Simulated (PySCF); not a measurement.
Geometry relaxation, with input and output: CH₁₀N₂OSi₂ (part 2 of 3)

The same run, continued: CH₁₀N₂OSi₂; PBE0-D3(BJ)/def2-SVP geometry optimisation, gas phase (PySCF 2.14.0). 

Geometry of the input (Å):
```
Si -0.6775  0.3472  -0.2311
N  0.8239  0.0442  -0.9997
Si 2.2455  -0.5893  -0.2998
C  -1.2797  -1.1216  0.7465
N  -0.7205  1.7079  0.8489
O  -1.6298  0.7583  -1.5278
H  0.8014  0.0639  -2.0024
H  2.1285  -1.9761  0.1440
H  2.5903  0.2374  0.9015
H  3.2985  -0.4934  -1.3111
H  -2.2494  -0.9135  1.2800
H  -0.5741  -1.4249  1.4968
H  -1.5136  -1.9630  0.0875
H  -0.2894  1.5935  1.7604
H  -0.4656  2.6049  0.4869
H  -2.4998  1.1127  -1.3585
```

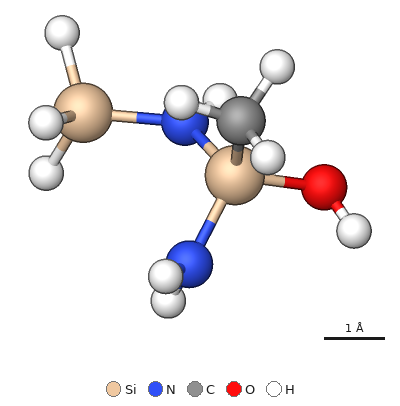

Figure 1. The geometry at step 18 of the log (ball-and-stick view, seen at a tilt).

**Trajectory as extended XYZ, continued**
```
16
Properties=species:S:1:pos:R:3:forces:R:3 step=11 energy=-21963.13086
Si   -0.6957    0.3716   -0.2440    0.0121   0.0125  -0.0141
N     0.7261   -0.2070   -1.0605    0.0157  -0.0256   0.0115
Si    2.1965   -0.8096   -0.3708   -0.0175   0.0314  -0.0001
C    -1.3805   -0.8777    0.9606   -0.0098   0.0042  -0.0014
N    -0.4279    1.8376    0.6210   -0.0179  -0.0221   0.0317
O    -1.7423    0.6164   -1.5243    0.0058  -0.0015  -0.0331
H     0.6106   -0.2885   -2.0674   -0.0185  -0.0012  -0.0029
H     2.3406   -2.2994   -0.4532    0.0042  -0.0033  -0.0023
H     2.1973   -0.4215    1.0732   -0.0001  -0.0067   0.0017
H     3.4011   -0.2166   -1.0336    0.0045  -0.0030   0.0003
H    -2.2635   -0.4973    1.4989    0.0156   0.0013  -0.0103
H    -0.6271   -1.1733    1.7079    0.0045  -0.0004   0.0051
H    -1.6841   -1.7823    0.4118   -0.0053  -0.0059   0.0115
H    -0.5470    1.8786    1.6253    0.0062   0.0102  -0.0021
H     0.2281    2.5350    0.2912    0.0053   0.0045  -0.0085
H    -2.3383    1.3595   -1.3990   -0.0047   0.0055   0.0129
16
Properties=species:S:1:pos:R:3:forces:R:3 step=12 energy=-21963.13163
Si   -0.6957    0.3645   -0.2419    0.0054   0.0155  -0.0340
N     0.7177   -0.2315   -1.0610    0.0193  -0.0351   0.0219
Si    2.2014   -0.8009   -0.3711   -0.0342   0.0391  -0.0027
C    -1.3961   -0.8739    0.9646   -0.0024   0.0100  -0.0011
N    -0.4075    1.8288    0.6181   -0.0197  -0.0179   0.0295
O    -1.7417    0.6177   -1.5215    0.0109  -0.0030  -0.0300
H     0.5928   -0.3341   -2.0647   -0.0162   0.0017  -0.0049
H     2.3840   -2.2852   -0.4694    0.0029  -0.0053  -0.0032
H     2.1810   -0.4268    1.0763    0.0071  -0.0072   0.0012
H     3.3953   -0.1704   -1.0189    0.0079  -0.0030   0.0027
H    -2.2697   -0.4795    1.5083    0.0158  -0.0013  -0.0139
H    -0.6442   -1.1854    1.7068    0.0055  -0.0018   0.0075
H    -1.7175   -1.7705    0.4129   -0.0081  -0.0104   0.0165
H    -0.5148    1.8770    1.6233    0.0033   0.0076  -0.0010
H     0.2387    2.5282    0.2734    0.0113   0.0049  -0.0040
H    -2.3296    1.3674   -1.3984   -0.0087   0.0062   0.0157
16
Properties=species:S:1:pos:R:3:forces:R:3 step=13 energy=-21963.13246
Si   -0.6962    0.3554   -0.2417   -0.0017   0.0120  -0.0358
N     0.7084   -0.2611   -1.0607    0.0070  -0.0334   0.0197
Si    2.2076   -0.7895   -0.3727   -0.0337   0.0295  -0.0021
C    -1.4144   -0.8683    0.9692    0.0041   0.0093  -0.0022
N    -0.3862    1.8164    0.6155   -0.0119  -0.0039   0.0129
O    -1.7389    0.6200   -1.5225    0.0165   0.0015  -0.0150
H     0.5726   -0.3865   -2.0603   -0.0053   0.0026  -0.0064
H     2.4354   -2.2661   -0.4903    0.0001  -0.0041  -0.0042
H     2.1677   -0.4341    1.0790    0.0110  -0.0046   0.0008
H     3.3872   -0.1163   -1.0042    0.0071  -0.0002   0.0043
H    -2.2763   -0.4548    1.5171    0.0092  -0.0028  -0.0105
H    -0.6646   -1.1942    1.7073    0.0045  -0.0007   0.0066
H    -1.7574   -1.7589    0.4209   -0.0067  -0.0099   0.0153
H    -0.4812    1.8713    1.6214   -0.0012   0.0010   0.0005
H     0.2503    2.5175    0.2565    0.0121   0.0025   0.0032
H    -2.3202    1.3747   -1.3975   -0.0110   0.0010   0.0129
16
Properties=species:S:1:pos:R:3:forces:R:3 step=14 energy=-21963.13318
Si   -0.6969    0.3470   -0.2441   -0.0070   0.0043  -0.0208
N     0.6999   -0.2886   -1.0610   -0.0146  -0.0229   0.0084
Si    2.2120   -0.7787   -0.3747   -0.0117   0.0085  -0.0019
C    -1.4297   -0.8618    0.9733    0.0064   0.0030  -0.0027
N    -0.3682    1.8038    0.6128    0.0007   0.0110  -0.0091
O    -1.7354    0.6227   -1.5265    0.0177   0.0101   0.0023
H     0.5559   -0.4326   -2.0570    0.0082   0.0028  -0.0029
H     2.4812   -2.2464   -0.5147   -0.0022  -0.0008  -0.0038
H     2.1574   -0.4458    1.0817    0.0077  -0.0010  -0.0001
H     3.3776   -0.0650   -0.9884    0.0029   0.0031   0.0045
H    -2.2802   -0.4294    1.5238   -0.0011  -0.0017  -0.0017
H    -0.6811   -1.1962    1.7090    0.0019   0.0023   0.0033
H    -1.7925   -1.7502    0.4342   -0.0011  -0.0049   0.0078
H    -0.4558    1.8631    1.6190   -0.0046  -0.0056   0.0019
H     0.2637    2.5050    0.2454    0.0081  -0.0011   0.0087
H    -2.3141    1.3787   -1.3961   -0.0115  -0.0071   0.0061
16
Properties=species:S:1:pos:R:3:forces:R:3 step=15 energy=-21963.13377
Si   -0.6980    0.3401   -0.2474   -0.0058  -0.0033   0.0029
N     0.6922   -0.3137   -1.0604   -0.0317  -0.0127  -0.0063
Si    2.2153   -0.7701   -0.3773    0.0134  -0.0079   0.0011
C    -1.4427   -0.8539    0.9778    0.0032  -0.0032  -0.0010
N    -0.3521    1.7931    0.6092    0.0112   0.0197  -0.0235
O    -1.7322    0.6246   -1.5313    0.0157   0.0163   0.0120
H     0.5433   -0.4723   -2.0536    0.0159   0.0034  -0.0008
H     2.5229   -2.2271   -0.5464   -0.0036   0.0027  -0.0031
H     2.1495   -0.4662    1.0848    0.0015   0.0009   0.0002
H     3.3666   -0.0152   -0.9696   -0.0024   0.0045   0.0027
H    -2.2836   -0.4050    1.5294   -0.0082  -0.0001   0.0055
H    -0.6947   -1.1924    1.7126   -0.0007   0.0052  -0.0004
H    -1.8217   -1.7423    0.4500    0.0050   0.0005  -0.0014
H    -0.4385    1.8552    1.6153   -0.0058  -0.0084   0.0023
H     0.2804    2.4924    0.2389    0.0026  -0.0042   0.0099
H    -2.3127    1.3783   -1.3950   -0.0104  -0.0134  -0.0002
16
Properties=species:S:1:pos:R:3:forces:R:3 step=16 energy=-21963.13450
Si   -0.6992    0.3304   -0.2513   -0.0049  -0.0093   0.0245
N     0.6795   -0.3526   -1.0585   -0.0416  -0.0065  -0.0197
Si    2.2189   -0.7580   -0.3813    0.0386  -0.0174   0.0048
C    -1.4620   -0.8403    0.9857   -0.0012  -0.0079   0.0032
N    -0.3251    1.7781    0.6021    0.0204   0.0218  -0.0299
O    -1.7273    0.6261   -1.5371    0.0099   0.0218   0.0153
H     0.5262   -0.5318   -2.0475    0.0188   0.0057   0.0033
H     2.5865   -2.1935   -0.6036   -0.0046   0.0052  -0.0017
H     2.1370   -0.5074    1.0900   -0.0047  -0.0003   0.0010
H     3.3437    0.0648   -0.9347   -0.0076   0.0046  -0.0002
H    -2.2897   -0.3688    1.5384   -0.0131   0.0017   0.0102
H    -0.7156   -1.1851    1.7192   -0.0033   0.0070  -0.0032
H    -1.8630   -1.7276    0.4724    0.0111   0.0051  -0.0114
H    -0.4118    1.8448    1.6078   -0.0054  -0.0076   0.0021
H     0.3105    2.4731    0.2287   -0.0028  -0.0062   0.0071
H    -2.3147    1.3733   -1.3934   -0.0094  -0.0178  -0.0055
16
Properties=species:S:1:pos:R:3:forces:R:3 step=17 energy=-21963.13750
Si   -0.6995    0.2892   -0.2575   -0.0466  -0.0374   0.0547
N     0.6333   -0.5085   -1.0316   -0.0439   0.0239  -0.0633
Si    2.2298   -0.7046   -0.3981    0.1047  -0.0126   0.0453
C    -1.5411   -0.7851    1.0171   -0.0115  -0.0146   0.0146
N    -0.2178    1.7150    0.5773    0.0647   0.0208  -0.0422
O    -1.6956    0.6218   -1.5582   -0.0067   0.0463   0.0235
H     0.4635   -0.7701   -1.9992    0.0245   0.0057   0.0126
H     2.8214   -2.0049   -0.8456   -0.0168   0.0037   0.0036
H     2.1401   -0.6864    1.0934    0.0046  -0.0218   0.0154
H     3.2029    0.3687   -0.7933   -0.0361   0.0050  -0.0170
H    -2.3185   -0.2315    1.5664   -0.0199   0.0047   0.0136
H    -0.8095   -1.1607    1.7508   -0.0093   0.0077  -0.0080
H    -2.0202   -1.6570    0.5467    0.0242   0.0090  -0.0336
H    -0.3060    1.8044    1.5810   -0.0038  -0.0041   0.0023
H     0.4249    2.3943    0.1879   -0.0120  -0.0086  -0.0064
H    -2.3139    1.3408   -1.4002   -0.0160  -0.0278  -0.0150
16
Properties=species:S:1:pos:R:3:forces:R:3 step=18 energy=-21963.13980
Si   -0.7008    0.2894   -0.2542   -0.0155  -0.0111   0.0038
N     0.6341   -0.5058   -1.0292   -0.0359   0.0117  -0.0091
Si    2.2314   -0.7046   -0.3923    0.0242   0.0077   0.0139
C    -1.5449   -0.7866    1.0170   -0.0095   0.0141   0.0190
N    -0.2102    1.7169    0.5723    0.0359   0.0007   0.0024
O    -1.7001    0.6224   -1.5527    0.0100   0.0211   0.0124
H     0.4690   -0.7627   -1.9985    0.0175  -0.0059  -0.0015
H     2.8240   -1.9994   -0.8519   -0.0052  -0.0030   0.0016
H     2.1442   -0.7019    1.1003    0.0009  -0.0142  -0.0038
H     3.1944    0.3776   -0.7849   -0.0082   0.0052  -0.0022
H    -2.3267   -0.2374    1.5662   -0.0022  -0.0093  -0.0051
H    -0.8154   -1.1642    1.7511   -0.0047  -0.0002   0.0029
H    -2.0178   -1.6563    0.5366    0.0135   0.0028  -0.0217
H    -0.2933    1.8110    1.5760   -0.0028   0.0060   0.0001
H     0.4317    2.3924    0.1756   -0.0048  -0.0057  -0.0085
H    -2.3257    1.3347   -1.3945   -0.0132  -0.0201  -0.0043
16
Properties=species:S:1:pos:R:3:forces:R:3 step=19 energy=-21963.14121
Si   -0.7009    0.2914   -0.2512    0.0029   0.0215  -0.0302
N     0.6326   -0.5023   -1.0301   -0.0091  -0.0063   0.0178
Si    2.2280   -0.7030   -0.3849   -0.0263   0.0093  -0.0201
C    -1.5467   -0.7875    1.0156    0.0082   0.0176   0.0137
N    -0.1960    1.7186    0.5678    0.0081  -0.0256   0.0290
O    -1.7050    0.6243   -1.5458    0.0202   0.0066  -0.0038
H     0.4755   -0.7535   -2.0021    0.0024  -0.0095   0.0020
H     2.8254   -1.9899   -0.8594    0.0056  -0.0004  -0.0040
H     2.1351   -0.7263    1.1069    0.0004  -0.0022  -0.0017
H     3.1829    0.3913   -0.7620    0.0099   0.0005   0.0106
H    -2.3350   -0.2464    1.5632   -0.0018  -0.0090  -0.0104
H    -0.8209   -1.1689    1.7512   -0.0043  -0.0019   0.0050
H    -2.0103   -1.6540    0.5204    0.0010  -0.0045  -0.0024
H    -0.2724    1.8202    1.5714   -0.0040   0.0110  -0.0041
H     0.4455    2.3879    0.1608    0.0016   0.0018  -0.0071
H    -2.3440    1.3235   -1.3847   -0.0147  -0.0090   0.0056
16
Properties=species:S:1:pos:R:3:forces:R:3 step=20 energy=-21963.14180
Si   -0.7004    0.2942   -0.2498    0.0077   0.0274  -0.0197
N     0.6324   -0.4997   -1.0292    0.0057  -0.0114   0.0120
Si    2.2274   -0.7039   -0.3832   -0.0327   0.0067  -0.0138
C    -1.5478   -0.7859    1.0147    0.0092   0.0091   0.0021
N    -0.1894    1.7201    0.5678    0.0062  -0.0283   0.0228
O    -1.7054    0.6261   -1.5438    0.0225   0.0070  -0.0102
H     0.4786   -0.7480   -2.0023   -0.0074  -0.0113  -0.0014
H     2.8273   -1.9845   -0.8714    0.0045   0.0026  -0.0079
H     2.1328   -0.7469    1.1081    0.0009   0.0024  -0.0003
H     3.1807    0.3966   -0.7455    0.0098   0.0000   0.0107
H    -2.3422   -0.2498    1.5581   -0.0034  -0.0043  -0.0085
H    -0.8259   -1.1674    1.7538   -0.0018   0.0010   0.0040
H    -2.0042   -1.6523    0.5124   -0.0029  -0.0064   0.0074
H    -0.2657    1.8272    1.5708   -0.0064   0.0089  -0.0037
H     0.4524    2.3865    0.1563    0.0000   0.0041  -0.0022
H    -2.3565    1.3133   -1.3800   -0.0120  -0.0075   0.0086
16
Properties=species:S:1:pos:R:3:forces:R:3 step=21 energy=-21963.14287
Si   -0.6973    0.3001   -0.2487   -0.0030   0.0192  -0.0001
N     0.6313   -0.4969   -1.0304    0.0249  -0.0100   0.0004
Si    2.2237   -0.7052   -0.3796   -0.0138  -0.0021  -0.0015
C    -1.5503   -0.7813    1.0111    0.0004  -0.0090  -0.0206
N    -0.1732    1.7199    0.5707    0.0181  -0.0261   0.0008
O    -1.7016    0.6331   -1.5425    0.0164   0.0161  -0.0194
H     0.4829   -0.7406   -2.0055   -0.0202  -0.0108   0.0052
H     2.8339   -1.9682   -0.9000    0.0017   0.0053  -0.0104
H     2.1233   -0.7917    1.1095   -0.0004   0.0056  -0.0002
H     3.1735    0.4102   -0.7041    0.0046   0.0016   0.0076
H    -2.3575   -0.2537    1.5433   -0.0035   0.0056  -0.0018
H    -0.8370   -1.1606    1.7596    0.0042   0.0077   0.0031
H    -1.9927   -1.6496    0.4990   -0.0053  -0.0069   0.0197
H    -0.2541    1.8382    1.5718   -0.0114   0.0015  -0.0007
H     0.4698    2.3816    0.1531   -0.0057   0.0087   0.0075
H    -2.3809    1.2902   -1.3702   -0.0070  -0.0065   0.0104
16
Properties=species:S:1:pos:R:3:forces:R:3 step=22 energy=-21963.14416
Si   -0.6929    0.3068   -0.2482   -0.0115   0.0008   0.0245
N     0.6319   -0.4955   -1.0293    0.0333  -0.0003  -0.0161
Si    2.2230   -0.7074   -0.3779    0.0113  -0.0035   0.0158
C    -1.5576   -0.7731    1.0056   -0.0159  -0.0264  -0.0401
N    -0.1539    1.7159    0.5782    0.0390  -0.0163  -0.0193
O    -1.6909    0.6449   -1.5452    0.0097   0.0219  -0.0231
H     0.4862   -0.7360   -2.0055   -0.0276  -0.0141   0.0043
H     2.8473   -1.9437   -0.9443   -0.0042   0.0068  -0.0094
H     2.1201   -0.8505    1.1068   -0.0004   0.0037   0.0026
H     3.1656    0.4275   -0.6533   -0.0055   0.0026   0.0008
H    -2.3805   -0.2518    1.5195   -0.0017   0.0144   0.0058
H    -0.8566   -1.1444    1.7693    0.0092   0.0146   0.0002
H    -1.9830   -1.6472    0.4884   -0.0043  -0.0053   0.0257
H    -0.2484    1.8469    1.5763   -0.0172  -0.0062   0.0027
H     0.4909    2.3748    0.1589   -0.0125   0.0122   0.0151
H    -2.4074    1.2583   -1.3624   -0.0017  -0.0048   0.0105
16
Properties=species:S:1:pos:R:3:forces:R:3 step=23 energy=-21963.14651
Si   -0.6837    0.3157   -0.2489   -0.0355  -0.0339   0.0362
N     0.6326   -0.4989   -1.0291    0.0369   0.0281  -0.0257
Si    2.2222   -0.7069   -0.3742    0.0541  -0.0025   0.0295
C    -1.5778   -0.7566    0.9920   -0.0427  -0.0432  -0.0596
N    -0.1121    1.6981    0.5975    0.0795  -0.0039  -0.0384
O    -1.6648    0.6739   -1.5529   -0.0105   0.0262  -0.0191
H     0.4887   -0.7388   -2.0056   -0.0283  -0.0197   0.0131
H     2.8791   -1.8840   -1.0236   -0.0087   0.0026  -0.0021
H     2.1183   -0.9525    1.0971   -0.0001  -0.0043   0.0029
H     3.1409    0.4658   -0.5593   -0.0193   0.0044  -0.0101
H    -2.4249   -0.2397    1.4698    0.0031   0.0229   0.0150
H    -0.9005   -1.1099    1.7849    0.0145   0.0202  -0.0037
H    -1.9763   -1.6432    0.4740   -0.0008  -0.0003   0.0258
H    -0.2388    1.8493    1.5888   -0.0277  -0.0145   0.0079
H     0.5365    2.3556    0.1817   -0.0203   0.0172   0.0194
H    -2.4455    1.1977   -1.3553    0.0058   0.0007   0.0089
16
Properties=species:S:1:pos:R:3:forces:R:3 step=24 energy=-21963.14947
Si   -0.6737    0.3212   -0.2495   -0.0482  -0.0640   0.0321
N     0.6348   -0.5088   -1.0239    0.0297   0.0647  -0.0261
Si    2.2279   -0.7008   -0.3723    0.0793   0.0062   0.0387
C    -1.6130   -0.7355    0.9727   -0.0622  -0.0454  -0.0623
N    -0.0607    1.6642    0.6278    0.1187   0.0079  -0.0366
O    -1.6291    0.7140   -1.5627   -0.0336   0.0144  -0.0066
H     0.4877   -0.7582   -1.9974   -0.0192  -0.0289   0.0146
H     2.9225   -1.8016   -1.1097   -0.0103  -0.0052   0.0078
H     2.1381   -1.0542    1.0779    0.0033  -0.0145   0.0024
H     3.1063    0.5132   -0.4660   -0.0305   0.0047  -0.0220
H    -2.4810   -0.2140    1.4065    0.0059   0.0247   0.0198
H    -0.9653   -1.0653    1.7999    0.0152   0.0182  -0.0084
H    -1.9873   -1.6372    0.4629    0.0028   0.0050   0.0152
H    -0.2335    1.8365    1.6083   -0.0402  -0.0159   0.0091
H     0.5927    2.3242    0.2238   -0.0244   0.0177   0.0136
H    -2.4727    1.1276   -1.3615    0.0137   0.0104   0.0087
```
